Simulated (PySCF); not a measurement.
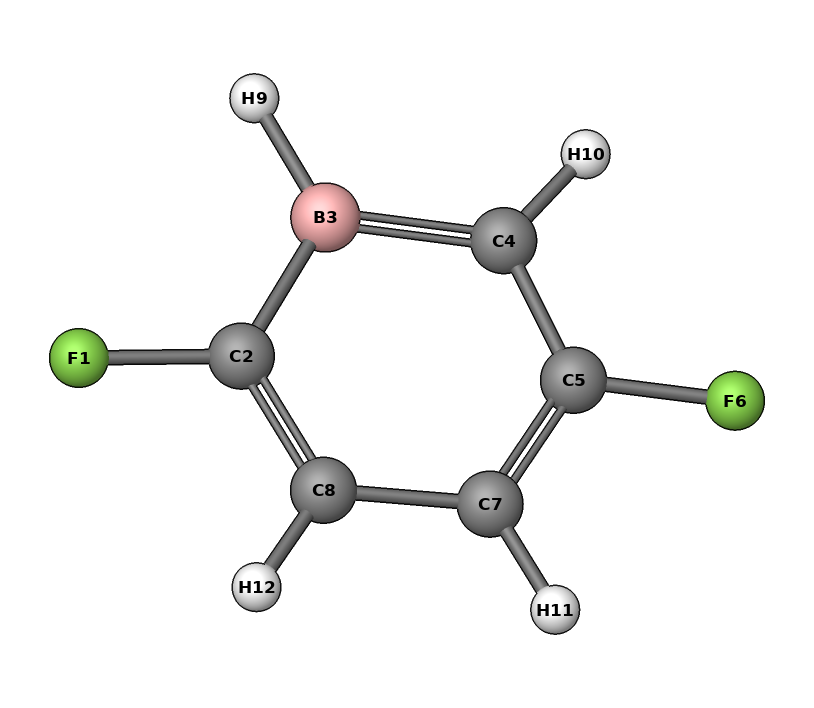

The species has charge −1 and is a spin singlet. The geometry was computed by an optimisation with PBE0-D3(BJ)/def2-SVP. No frequency run is at hand to confirm it as a minimum. Method: TDDFT CAM-B3LYP/def2-SVPD, vertical, gas phase, core orbitals frozen in the response (PySCF 2.14.0), and the same with a continuum solvent (IEF-PCM, Bondi radii x 1.2, gas-phase geometry).

How do HOMO–LUMO gap (eV), lowest singlet (eV) change in chloroform (ε = 4.7), methanol (ε = 32.6)?

| medium | HOMO–LUMO gap (eV) | lowest singlet (eV) |
| --- | --- | --- |
| gas phase | 7.08 | 4.57 |
| chloroform | 7.67 | 4.89 |
| methanol | 7.77 | 4.91 |
